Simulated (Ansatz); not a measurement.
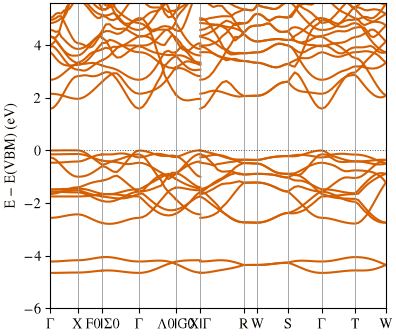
Figure. Band structure from the program Ansatz at the r²SCAN level (PAW)

### Question
Read off the gap and where the band edges lie.

### Answer
About 1.6 eV (1.58 eV by a search for the band edges); maximum on the Γ–X line, 66 % of the way from Γ, minimum at Γ.

The material is K₂NaInP₂ in space group Ibam (No. 72; K on 8j, Na on 4a, In on 4b, P on 8j).

The workflow started from a Materials Project entry (that database holds measured and hypothetical structures alike); the Crystallography Open Database files this formula in space group No. 72, but the cells were not matched. Its standing as an ambient phase is unchecked. Symmetry was held in the r²SCAN relaxation; whether a distortion lowers the energy is not shown. Spin–orbit coupling is left out wherever it is not named.

Potentials: the later of the program's two PAW sets.
